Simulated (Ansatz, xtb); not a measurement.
**Ligand exchange: C2H8OSi + SiH3(OH) → C2H10Si2 + H2O2**

Species: C2H8OSi `CC[SiH2]O`, singlet; SiH3(OH) (silanol), singlet; C2H10Si2 `CC[SiH2][SiH3]`, singlet; H2O2 (hydrogen peroxide) `OO`, singlet. The partners trade OH for SiH3: Si–OH and O–SiH3 bonds give way to Si–SiH3 and O–OH.

Shapes, held fixed at every level: PBE0-D4/def2-TZVP. Flexible molecules stand in one conformer, not always the lowest. Programs: Ansatz 0.2.0, xtb 6.7.1. The zero-point and thermal change to 298 K, harmonic and unscaled (PBE0-D4/def2-TZVP), is -0.8 kJ/mol.

| level | kind | ΔH(298 K) (kJ/mol) | less CCSD(T)/CBS estimate |
| --- | --- | --- | --- |
| GFN1-xTB | semi-empirical | +792.5 | +274.6 |
| SPW92/def2-TZVPP | LDA | +477.1 | -40.8 |
| r2SCAN-D4/def2-TZVPP | meta-GGA | +499.1 | -18.8 |
| r2SCAN0-D4/def2-TZVPP | global hybrid | +514.3 | -3.6 |
| wB97M-V/def2-TZVPP | range-separated hybrid | +510.8 | -7.1 |
| MP2/def2-TZVPP | perturbation theory | +540.6 | +22.7 |
| CCSD/def2-SVP | coupled cluster or CI | +476.5 | -41.4 |
| CCSD/def2-TZVPP | coupled cluster or CI | +518.1 | +0.2 |
| CCSD(T)/CBS estimate | coupled cluster or CI | +517.9 | 0.0 |

The highest level, CCSD(T)/CBS estimate, gives ΔH(298 K) = +517.9 kJ/mol; the levels span +476.5 to +792.5. GFN1-xTB strays far from the other rows. The column of differences is taken from that level and isn't an error. No measured value is set beside it here. The CBS estimate extrapolates MP2 from def2-TZVPP and def2-QZVPP and adds CCSD(T) − MP2 in the triple-zeta set, cores frozen.

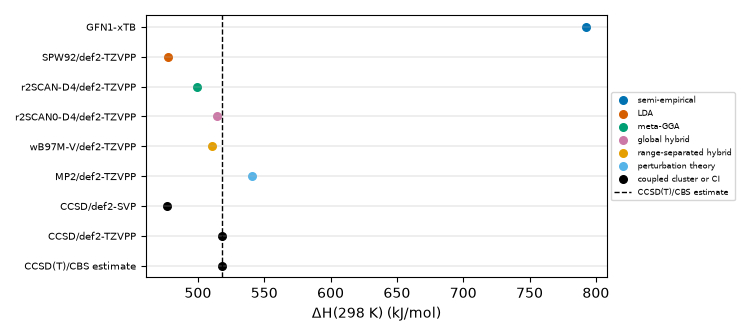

The values of the table, level by level.
